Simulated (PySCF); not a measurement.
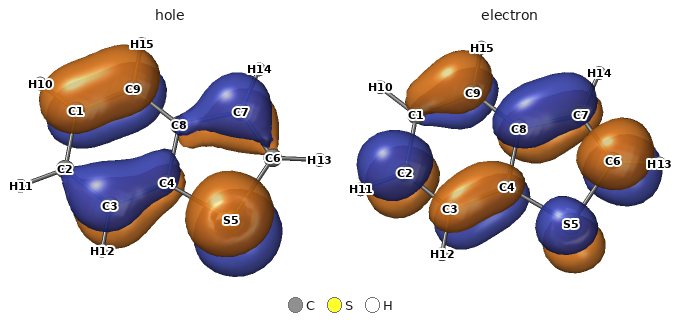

*C₈H₆S, SMILES `c1ccc2sccc2c1`. Leading natural transition orbital pair of S₁ (TDA singlet states); the surfaces enclose about 70 % of each orbital's density.*

Method: B3LYP/6-31G*; geometry: GFN2-xTB; program: PySCF. No frequency check shows the geometry to be a minimum. GFN2-xTB bond lengths at metals and heavier atoms can be off by up to 0.1 Å and shapes distorted, which carries into these values. Without diffuse functions Rydberg states are missing, so the states' numbers hold for this basis only.

Coordinates in Å:

```
C1       2.4813   -0.4967    0.0000
C2       2.2856    0.8845    0.0000
C3       1.0138    1.4188    0.0000
C4      -0.0647    0.5475    0.0000
S5      -1.7542    0.9692    0.0000
C6      -2.1933   -0.7070    0.0000
C7      -1.1349   -1.5422    0.0000
C8       0.1132   -0.8494    0.0000
C9       1.4112   -1.3628    0.0000
H10      3.4881   -0.8875    0.0000
H11      3.1410    1.5432    0.0000
H12      0.8546    2.4861    0.0000
H13     -3.2360   -0.9593    0.0000
H14     -1.2158   -2.6147    0.0000
H15      1.5618   -2.4322    0.0000
```

> Give its energy, strength and character.

4.88 eV (254 nm), f = 0.051, π → π*; the leading pair carries 72 %; hole on S5 (22 %), C1 and C9 (12 % each) and C3 (11 %), electron on C2 and C6 (14 % each), C3, C4, C8 and C9 (10 % each) and S5 (10 %) (shares are of the whole state, not of the leading pair alone); their centroids lie 0.1 Å apart. In canonical orbitals it is mainly HOMO → LUMO (42 %). The HOMO–LUMO gap is 5.30 eV.
